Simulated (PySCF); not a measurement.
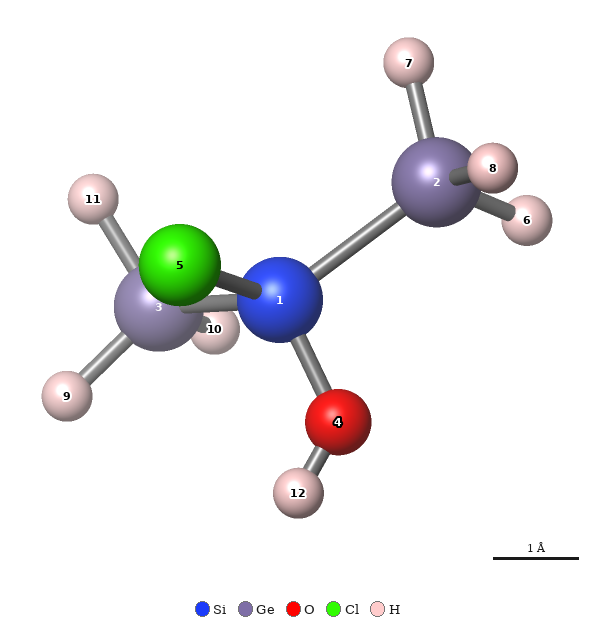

Fig. 1: The input geometry (ball-and-stick view, seen at a tilt; atoms are numbered from 1 in the order of the input). Sticks mark near contacts.

# Geometry relaxation of Ge₂SiH₇ClO

The run: geometry relaxation of Ge₂SiH₇ClO, SMILES O[Si](Cl)([GeH3])[GeH3]. Method and program: PBE0-D3(BJ)/def2-SVP geometry optimisation, gas phase (PySCF 2.14.0).

Input file
```
{"job": {"xc": "PBE0", "basis": "def2-SVP", "d3": "d3bj", "grid": 2, "kind": "geom", "shake": 0.01}, "charge": 0, "multiplicity": 1}
Si    -0.009269     0.061005     0.655166
Ge    -0.084512    -2.121006    -0.106407
Ge     0.496410     1.778726    -0.883177
O     -1.510742     0.260296     1.206618
Cl     1.290929     0.276745     2.173885
H     -1.240597    -2.414800    -1.002793
H      1.136855    -2.517820    -0.897704
H     -0.143999    -3.123067     0.988556
H      0.362959     3.170980    -0.293339
H     -0.325070     1.805764    -2.106104
H      1.914763     1.743737    -1.368121
H     -1.849235     1.051855     1.650421
```

The first line tells a small driver script what to run in PySCF; the rest is the geometry in Å.

Run on 1 CPU thread, shared host.

Launch command:
```bash
OMP_NUM_THREADS=1 python <driver script> task.json out
```

Log
```
step   0  E = -4981.52559066  max force = 0.039113
step   1  E = -4981.53826547  max force = 0.007010
step   2  E = -4981.53898873  max force = 0.004364
step   3  E = -4981.53908181  max force = 0.001899
step   4  E = -4981.53911607  max force = 0.000493
step   5  E = -4981.53912908  max force = 0.000952
step   6  E = -4981.53915329  max force = 0.001483
step   7  E = -4981.53917188  max force = 0.001137
step   8  E = -4981.53918791  max force = 0.000423
step   9  E = -4981.53919629  max force = 0.000669
step  10  E = -4981.53920067  max force = 0.000948
step  11  E = -4981.53920265  max force = 0.000690
step  12  E = -4981.53920344  max force = 0.000286
optimisation converged
```

Trajectory as extended XYZ (Å, eV, eV/Å), 13 frames, from step=0 to step=12
```
12
Properties=species:S:1:pos:R:3:forces:R:3 step=0 energy=-135554.21582
Si   -0.0093    0.0610    0.6552    0.2108   0.3411  -1.1996
Ge   -0.0845   -2.1210   -0.1064    0.4821  -0.2000  -0.3805
Ge    0.4964    1.7787   -0.8832    0.4381   0.1093   0.5678
O    -1.5107    0.2603    1.2066   -2.0113   0.4380   0.8303
Cl    1.2909    0.2767    2.1739    1.1371   0.0847   1.1165
H    -1.2406   -2.4148   -1.0028   -0.7904   0.0657  -0.5234
H     1.1369   -2.5178   -0.8977    0.5953   0.0161  -0.3474
H    -0.1440   -3.1231    0.9886   -0.0996  -0.5303   0.9601
H     0.3630    3.1710   -0.2933   -0.1742   0.3334   0.4345
H    -0.3251    1.8058   -2.1061   -0.9053  -0.1747  -1.0426
H     1.9148    1.7437   -1.3681    0.8124  -0.2035  -0.1771
H    -1.8492    1.0519    1.6504    0.3051  -0.2799  -0.2385
12
Properties=species:S:1:pos:R:3:forces:R:3 step=1 energy=-135554.56071
Si   -0.0618    0.1040    0.7592    0.3605   0.0669   0.2833
Ge    0.0184   -2.1377   -0.0197   -0.0748  -0.2868  -0.1201
Ge    0.5369    1.8116   -0.7990    0.0262   0.2315  -0.1013
O    -1.5948    0.3293    1.3649    0.0794  -0.2577  -0.1196
Cl    1.3581    0.2942    2.3199   -0.2564  -0.0290  -0.2812
H    -1.1967   -2.3744   -0.9613    0.2036   0.0063   0.1359
H     1.3226   -2.4276   -0.8163   -0.2159   0.1227   0.1595
H    -0.0621   -3.1226    1.1772    0.0030   0.1660  -0.1763
H     0.3465    3.1994   -0.1155    0.0325  -0.2360  -0.1187
H    -0.3862    1.7574   -2.0467    0.1182   0.0092   0.1477
H     2.0142    1.6917   -1.2642   -0.2483  -0.0213   0.1032
H    -1.7935    1.1737    1.7730   -0.0279   0.2283   0.0876
12
Properties=species:S:1:pos:R:3:forces:R:3 step=2 energy=-135554.58040
Si   -0.0570    0.1031    0.7584    0.2244   0.0213   0.1527
Ge    0.0126   -2.1378   -0.0219   -0.0774  -0.0370  -0.0189
Ge    0.5304    1.8106   -0.7979   -0.0496   0.0235  -0.0296
O    -1.5876    0.3281    1.3665   -0.0447  -0.0086   0.0303
Cl    1.3582    0.2921    2.3075   -0.1290  -0.0189  -0.1504
H    -1.1811   -2.3857   -0.9640    0.0194  -0.0101   0.0033
H     1.3132   -2.3978   -0.8001    0.0310   0.0308   0.0022
H    -0.0631   -3.1123    1.1654   -0.0067   0.0149   0.0023
H     0.3504    3.1847   -0.1226   -0.0026   0.0049   0.0038
H    -0.3844    1.7587   -2.0385    0.0107  -0.0004   0.0117
H     1.9927    1.6751   -1.2526    0.0111  -0.0236   0.0089
H    -1.7826    1.1802    1.7714    0.0133   0.0031  -0.0163
12
Properties=species:S:1:pos:R:3:forces:R:3 step=3 energy=-135554.58293
Si   -0.0553    0.1026    0.7603    0.0976   0.0069   0.0623
Ge    0.0088   -2.1375   -0.0233   -0.0250   0.0132  -0.0101
Ge    0.5245    1.8098   -0.7983   -0.0273  -0.0064  -0.0050
O    -1.5847    0.3284    1.3731   -0.0416   0.0110   0.0399
Cl    1.3601    0.2894    2.2985   -0.0435  -0.0110  -0.0592
H    -1.1752   -2.3931   -0.9719   -0.0063  -0.0084  -0.0156
H     1.3184   -2.3798   -0.7917    0.0297   0.0037  -0.0044
H    -0.0666   -3.1091    1.1642   -0.0051  -0.0110   0.0189
H     0.3513    3.1843   -0.1242   -0.0019   0.0188   0.0079
H    -0.3897    1.7580   -2.0368   -0.0080   0.0007  -0.0130
H     1.9857    1.6616   -1.2505    0.0241  -0.0083  -0.0041
H    -1.7759    1.1842    1.7724    0.0074  -0.0090  -0.0174
12
Properties=species:S:1:pos:R:3:forces:R:3 step=4 energy=-135554.58386
Si   -0.0545    0.1026    0.7644   -0.0154   0.0013  -0.0089
Ge    0.0070   -2.1365   -0.0246    0.0075   0.0195  -0.0028
Ge    0.5177    1.8086   -0.7997   -0.0053  -0.0121   0.0018
O    -1.5825    0.3294    1.3842   -0.0062   0.0034   0.0254
Cl    1.3652    0.2860    2.2907    0.0178  -0.0033   0.0080
H    -1.1676   -2.3979   -0.9835   -0.0022  -0.0013  -0.0102
H     1.3270   -2.3669   -0.7818    0.0071  -0.0080   0.0026
H    -0.0718   -3.1085    1.1632   -0.0040  -0.0087   0.0054
H     0.3517    3.1857   -0.1275    0.0003   0.0075   0.0004
H    -0.3987    1.7567   -2.0368   -0.0057   0.0006  -0.0074
H     1.9789    1.6504   -1.2529    0.0056   0.0031  -0.0044
H    -1.7708    1.1892    1.7760    0.0005  -0.0020  -0.0098
12
Properties=species:S:1:pos:R:3:forces:R:3 step=5 energy=-135554.58422
Si   -0.0544    0.1029    0.7679   -0.0489   0.0002  -0.0286
Ge    0.0077   -2.1350   -0.0251    0.0142   0.0111   0.0019
Ge    0.5125    1.8070   -0.8011    0.0018  -0.0071   0.0024
O    -1.5805    0.3302    1.3937    0.0159  -0.0046   0.0128
Cl    1.3712    0.2840    2.2869    0.0308   0.0004   0.0239
H    -1.1600   -2.3972   -0.9926    0.0018   0.0026  -0.0051
H     1.3339   -2.3632   -0.7734   -0.0024  -0.0073   0.0059
H    -0.0774   -3.1093    1.1613   -0.0044  -0.0033  -0.0025
H     0.3507    3.1863   -0.1312    0.0004   0.0001  -0.0029
H    -0.4071    1.7543   -2.0362   -0.0027  -0.0005  -0.0007
H     1.9729    1.6459   -1.2578   -0.0039   0.0048  -0.0025
H    -1.7678    1.1928    1.7794   -0.0026   0.0036  -0.0045
12
Properties=species:S:1:pos:R:3:forces:R:3 step=6 energy=-135554.58487
Si   -0.0530    0.1038    0.7759   -0.0763  -0.0024  -0.0456
Ge    0.0116   -2.1312   -0.0251    0.0164  -0.0101   0.0099
Ge    0.4984    1.8030   -0.8048    0.0104   0.0069   0.0022
O    -1.5732    0.3315    1.4180    0.0457  -0.0133  -0.0089
Cl    1.3893    0.2807    2.2778    0.0370   0.0069   0.0349
H    -1.1379   -2.3902   -1.0160    0.0069   0.0085   0.0032
H     1.3519   -2.3592   -0.7493   -0.0129  -0.0021   0.0084
H    -0.0951   -3.1119    1.1554   -0.0056   0.0064  -0.0123
H     0.3453    3.1873   -0.1416   -0.0008  -0.0105  -0.0058
H    -0.4313    1.7459   -2.0329    0.0012  -0.0028   0.0091
H     1.9554    1.6382   -1.2734   -0.0153   0.0041   0.0008
H    -1.7599    1.2009    1.7879   -0.0068   0.0083   0.0041
12
Properties=species:S:1:pos:R:3:forces:R:3 step=7 energy=-135554.58538
Si   -0.0496    0.1045    0.7820   -0.0585  -0.0045  -0.0377
Ge    0.0171   -2.1284   -0.0237    0.0111  -0.0217   0.0128
Ge    0.4839    1.7998   -0.8089    0.0109   0.0148   0.0014
O    -1.5629    0.3312    1.4403    0.0465  -0.0112  -0.0190
Cl    1.4096    0.2805    2.2687    0.0252   0.0100   0.0254
H    -1.1140   -2.3792   -1.0379    0.0071   0.0097   0.0061
H     1.3699   -2.3608   -0.7228   -0.0132   0.0019   0.0070
H    -0.1163   -3.1144    1.1498   -0.0058   0.0104  -0.0126
H     0.3367    3.1877   -0.1517   -0.0023  -0.0128  -0.0043
H    -0.4577    1.7363   -2.0277    0.0020  -0.0033   0.0110
H     1.9364    1.6350   -1.2916   -0.0160   0.0017   0.0017
H    -1.7514    1.2064    1.7954   -0.0070   0.0051   0.0083
12
Properties=species:S:1:pos:R:3:forces:R:3 step=8 energy=-135554.58582
Si   -0.0430    0.1049    0.7855   -0.0060  -0.0055  -0.0129
Ge    0.0243   -2.1273   -0.0203    0.0010  -0.0218   0.0088
Ge    0.4684    1.7983   -0.8140    0.0048   0.0144  -0.0008
O    -1.5485    0.3288    1.4602    0.0191  -0.0041  -0.0184
Cl    1.4329    0.2845    2.2580    0.0026   0.0096   0.0033
H    -1.0873   -2.3652   -1.0589    0.0040   0.0064   0.0044
H     1.3887   -2.3691   -0.6918   -0.0059   0.0031   0.0032
H    -0.1428   -3.1161    1.1459   -0.0048   0.0087  -0.0054
H     0.3233    3.1879   -0.1608   -0.0030  -0.0084   0.0002
H    -0.4880    1.7262   -2.0205    0.0009  -0.0019   0.0066
H     1.9150    1.6376   -1.3137   -0.0086  -0.0007   0.0005
H    -1.7416    1.2083    1.8021   -0.0041   0.0001   0.0105
12
Properties=species:S:1:pos:R:3:forces:R:3 step=9 energy=-135554.58604
Si   -0.0357    0.1048    0.7845    0.0344  -0.0038   0.0097
Ge    0.0300   -2.1290   -0.0162   -0.0058  -0.0096   0.0023
Ge    0.4583    1.7995   -0.8183   -0.0031   0.0056  -0.0018
O    -1.5366    0.3250    1.4683   -0.0108   0.0034  -0.0107
Cl    1.4489    0.2916    2.2495   -0.0131   0.0062  -0.0137
H    -1.0694   -2.3565   -1.0697    0.0007   0.0012   0.0004
H     1.4007   -2.3815   -0.6692    0.0020   0.0006   0.0003
H    -0.1629   -3.1155    1.1472   -0.0028   0.0037   0.0027
H     0.3108    3.1878   -0.1640   -0.0023  -0.0014   0.0037
H    -0.5087    1.7215   -2.0156   -0.0008   0.0003   0.0002
H     1.9006    1.6457   -1.3305    0.0002  -0.0009  -0.0016
H    -1.7345    1.2053    1.8057    0.0014  -0.0054   0.0084
12
Properties=species:S:1:pos:R:3:forces:R:3 step=10 energy=-135554.58616
Si   -0.0283    0.1044    0.7806    0.0487  -0.0006   0.0213
Ge    0.0346   -2.1324   -0.0117   -0.0075   0.0046  -0.0035
Ge    0.4514    1.8025   -0.8226   -0.0085  -0.0046  -0.0021
O    -1.5274    0.3204    1.4687   -0.0291   0.0055  -0.0032
Cl    1.4598    0.3009    2.2418   -0.0175   0.0019  -0.0197
H    -1.0571   -2.3534   -1.0742   -0.0011  -0.0031  -0.0027
H     1.4089   -2.3962   -0.6516    0.0064  -0.0027  -0.0008
H    -0.1782   -3.1126    1.1530   -0.0005  -0.0013   0.0077
H     0.2993    3.1875   -0.1633   -0.0007   0.0041   0.0047
H    -0.5233    1.7214   -2.0132   -0.0017   0.0021  -0.0044
H     1.8908    1.6572   -1.3440    0.0056   0.0002  -0.0029
H    -1.7289    1.1991    1.8081    0.0058  -0.0062   0.0056
12
Properties=species:S:1:pos:R:3:forces:R:3 step=11 energy=-135554.58622
Si   -0.0222    0.1042    0.7762    0.0355   0.0021   0.0181
Ge    0.0384   -2.1359   -0.0075   -0.0045   0.0118  -0.0056
Ge    0.4458    1.8056   -0.8269   -0.0089  -0.0096  -0.0018
O    -1.5213    0.3161    1.4658   -0.0291   0.0032   0.0002
Cl    1.4666    0.3101    2.2347   -0.0115  -0.0012  -0.0138
H    -1.0481   -2.3552   -1.0757   -0.0011  -0.0045  -0.0032
H     1.4153   -2.4100   -0.6371    0.0059  -0.0042  -0.0003
H    -0.1886   -3.1081    1.1611    0.0013  -0.0036   0.0075
H     0.2896    3.1872   -0.1613    0.0008   0.0053   0.0028
H    -0.5337    1.7241   -2.0133   -0.0015   0.0023  -0.0049
H     1.8837    1.6685   -1.3548    0.0058   0.0013  -0.0026
H    -1.7240    1.1923    1.8107    0.0071  -0.0030   0.0036
12
Properties=species:S:1:pos:R:3:forces:R:3 step=12 energy=-135554.58624
Si   -0.0187    0.1044    0.7732    0.0084   0.0026   0.0063
Ge    0.0414   -2.1380   -0.0043    0.0000   0.0092  -0.0033
Ge    0.4412    1.8074   -0.8307   -0.0051  -0.0073  -0.0009
O    -1.5187    0.3135    1.4633   -0.0147   0.0008  -0.0008
Cl    1.4701    0.3168    2.2292   -0.0017  -0.0018  -0.0028
H    -1.0410   -2.3597   -1.0764    0.0001  -0.0031  -0.0014
H     1.4206   -2.4192   -0.6261    0.0027  -0.0029   0.0006
H    -0.1937   -3.1038    1.1683    0.0020  -0.0025   0.0034
H     0.2831    3.1871   -0.1609    0.0012   0.0030  -0.0001
H    -0.5410    1.7267   -2.0151   -0.0008   0.0010  -0.0023
H     1.8784    1.6758   -1.3626    0.0025   0.0012  -0.0013
H    -1.7201    1.1877    1.8140    0.0054  -0.0004   0.0024
```

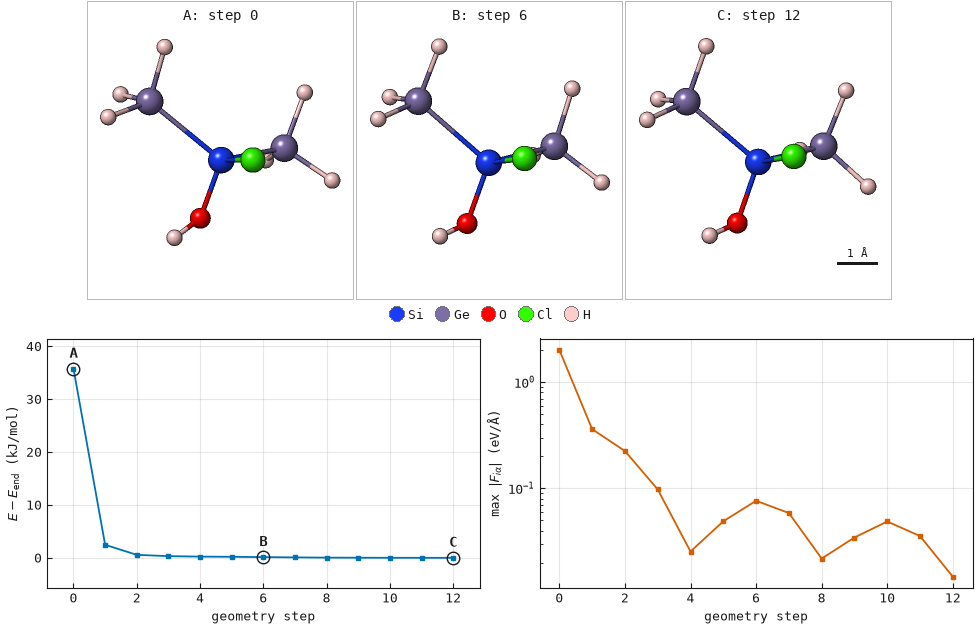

Fig. 2: Frames of the relaxation (ball-and-stick view, seen at a tilt) above the curves, on which the letters mark them (steps are counted from 0).

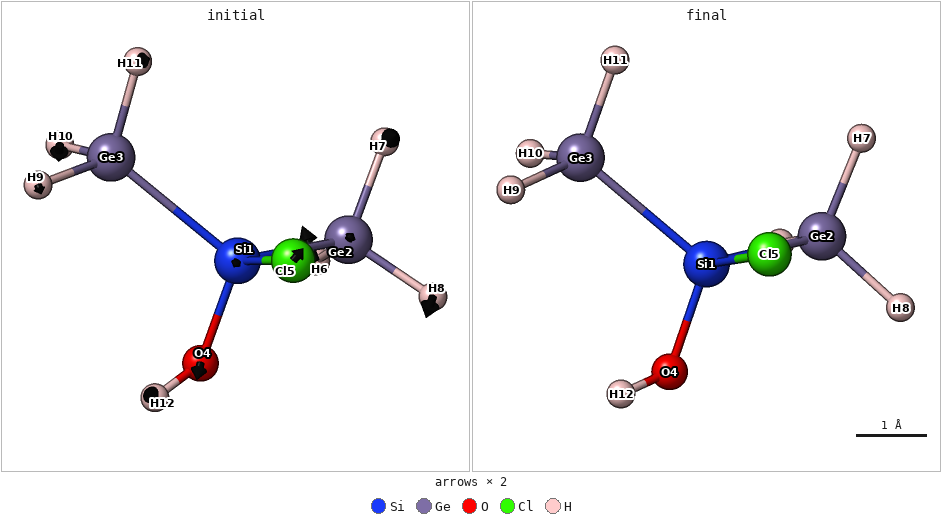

Fig. 3: Before (left) and after (right) the relaxation, at one scale (ball-and-stick view, seen at a tilt). The black arrows give the displacements, magnified 2 times. The largest move after the best rigid fit is that of H6, 0.28 Å. By element the largest moves are H 0.28 Å, O 0.14 Å, Cl 0.12 Å, Ge 0.07 Å, Si 0.06 Å. Distances before and after: Si1–Cl5 2.011 → 2.093 Å, Ge3–H10 1.473 → 1.541 Å, Si1–Ge2 2.312 → 2.374 Å, Si1–O4 1.612 → 1.664 Å. Among the angles that change: Si1–O4–H12 125.7° → 117.0°, H9–Ge3–H11 103.3° → 108.8°, H7–Ge2–H8 104.0° → 109.3°. After 12 geometry steps the energy has fallen by 35.7 kJ/mol. The largest force component goes from 2 to 0.015 eV/Å. (Atoms are counted from 1 in the order of the input.)

Results in brief

- outcome: converged
- total energy: −4981.539203 hartree
- dipole moment: 1.39 D
- point group: C1
- wall time: 1.8 min
- peak memory: 0.76 GiB
